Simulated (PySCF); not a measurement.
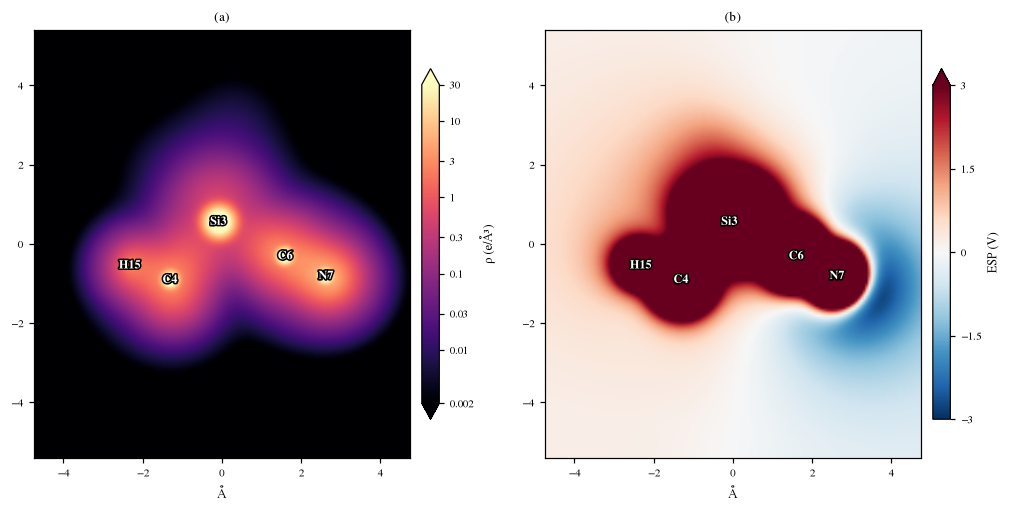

Figure. C₃H₁₀NPSi₂. (a) electron density; (b) electrostatic potential on the plane of atoms C4, Si3 and C6.

Geometry: GFN2-xTB, coordinate held.

Computed with PBE0/pcSseg-1, SCF density, in a chloroform solvent model, non-relativistic (PySCF 2.14.0).

Input file:

```
{"job": {"kind": "nmr", "xc": "PBE0", "basis": "pcSseg-1", "solvent": "chloroform", "every": 1, "pop": false}, "charge": 0, "multiplicity": 1}
C     -2.407662    -1.179416    -0.210405
Si    -0.899069    -1.135150     0.938041
Si     0.530634     0.580621     0.229539
C      1.588121     0.144935    -1.312654
P      1.872687     1.424866     1.898537
C     -0.477954     2.052385    -0.358229
N     -1.134992     2.925576    -0.704931
H     -2.121244    -1.401790    -1.234649
H     -2.924712    -0.223603    -0.215842
H     -3.120519    -1.937150     0.101031
H     -0.210700    -2.434791     0.876376
H     -1.346750    -0.948095     2.322702
H      2.209809     0.981404    -1.625638
H      0.959794    -0.129344    -2.156092
H      2.245958    -0.695749    -1.103716
H      2.686371     1.794023     0.836396
H      2.518717     0.208633     1.707952
```

Launched as:

```sh
OMP_NUM_THREADS=1 python ens_run.py task.json out
```

**Read the bonding off the picture.**

- The section cuts through Si, C, N and H sites.
- C–N (1.15 Å): the density is about 3.6 e/Å³ at the midpoint.
- C–Si (1.88 Å): ρ is about 0.86 e/Å³ halfway.
- C–H (1.09 Å): ρ at the midpoint is about 1.9 e/Å³.
- C–Si (1.92 Å): ρ is about 0.89 e/Å³ halfway.
- Outside the dense part of the molecule the potential is most negative (−2.7 V) near N7.
